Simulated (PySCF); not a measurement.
```xyz
16

C     1.4792    0.9909    0.1070
C     0.8645    0.3073   -1.1085
C    -0.0760   -0.8378   -0.7297
C    -1.2988   -0.3436    0.0080
C    -1.3870   -0.3653    1.4694
O    -2.0905   -1.2801    0.6794
H     2.0349    0.2743    0.7073
H     2.1641    1.7747   -0.2071
H     0.7081    1.4377    0.7291
H     0.3136    1.0426   -1.6995
H     1.6623   -0.0922   -1.7374
H     0.4482   -1.5658   -0.1076
H    -0.4064   -1.3507   -1.6365
H    -1.8630    0.4257   -0.5182
H    -1.9926    0.3708    1.9869
H    -0.5679   -0.7795    2.0460
```

Geometry: GFN2-xTB.

All numbers below come from PBE0/def2-SVPD, SCF density, gas phase (PySCF).

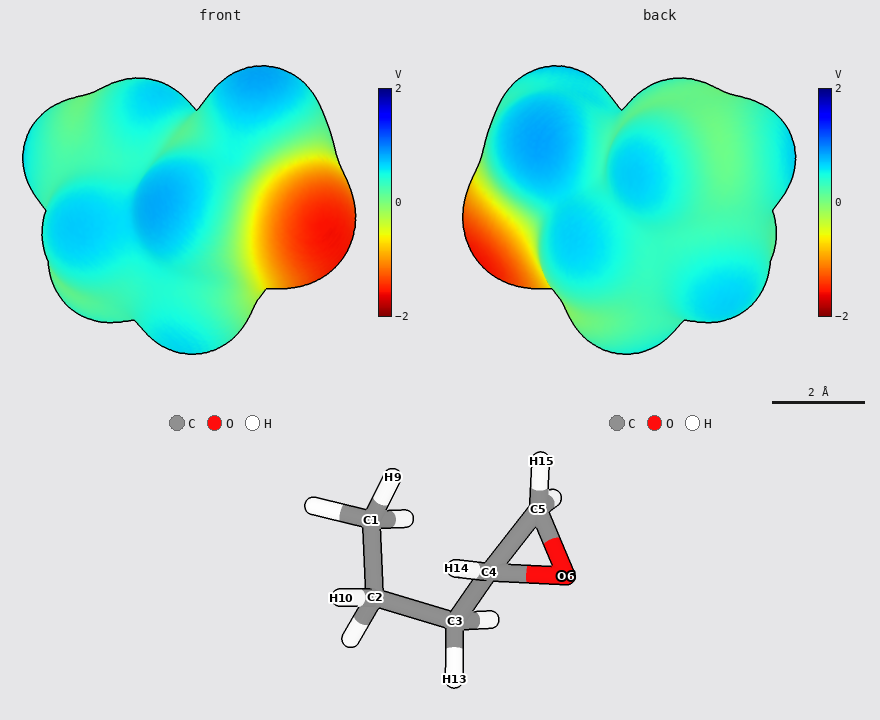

C5H10O. The electrostatic potential painted on the density surface at 0.002 e/bohr³, seen from the front and from behind; the colour scale runs from red (negative) to blue (positive). The bare structure is drawn below in the same view.

Describe the electrostatic potential map.

The most negative region (about −1.6 V, or −37 kcal/mol for a unit charge) lies over O6, the most positive (about +0.8 V, or +18 kcal/mol for a unit charge) over H14, H15 and H16. O6 is the likeliest acceptor of a hydrogen bond.
